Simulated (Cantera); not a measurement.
Charge: 1 mol PbO, 0.6 mol C, 0.49 mol CO, at 2.60 mbar.

Equilibrium computed with Cantera from the NASA thermochemical tables; the gas is ideal and each condensed phase is pure. Candidate condensed phases: C, Pb, PbO, PbO2, Pb3O4; 15 gas species. The numbers say what is thermodynamically allowed, not how fast it happens.

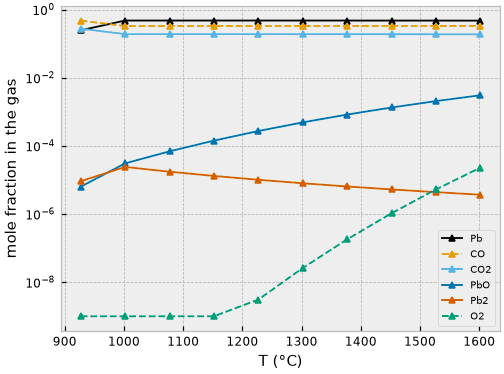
Equilibrium gas composition (values under 1e-9 drawn at 1e-9)

**Question.** Read off the mole fractions at 1227 °C.

**Answer.** Pb about 0.48, CO about 0.33, CO2 about 0.19, PbO about 0.00027, Pb2 about 1.0e-5.
